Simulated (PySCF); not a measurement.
Ga2(mu-NH2)2(Cl)4, H4Cl4Ga2N2, singlet at its CAM-B3LYP/def2-SVP optimised geometry (Å):

```
12

Ga    -0.3624    -1.2890     0.0000
Ga    -1.7901     0.3995    -1.8473
N     -1.0740     0.5677     0.0000
H     -0.3575     1.2890     0.1056
H     -1.7878     0.7414     0.7107
Cl    -1.4620    -2.5353     1.3639
Cl     1.7878    -1.2890     0.0000
N     -1.0740    -1.4554    -1.8492
H     -0.3576    -1.6253    -2.5582
H     -1.7880    -2.1786    -1.9586
Cl    -3.9401     0.3949    -1.8435
Cl    -0.6955     1.6484    -3.2132
```

Level of theory: CAM-B3LYP/def2-TZVP (PySCF). Cells within 0.4 Å of a nucleus heavier than hydrogen are left out (blank, or x).

Map of the HOMO amplitude (bohr^(-3/2)) on the plane z = 0.0 Å; orbital energy -10.34 eV, overall sign arbitrary:

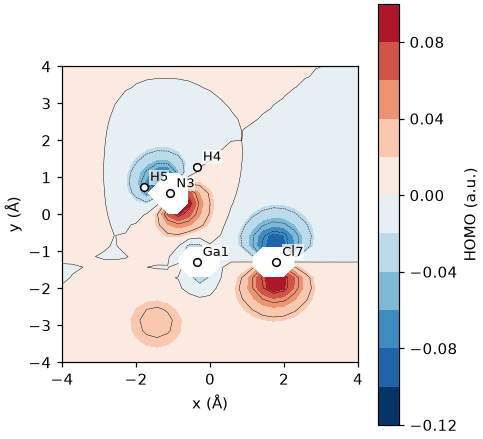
*HOMO amplitude (bohr^(-3/2)) on the plane z = 0.0 Å.*
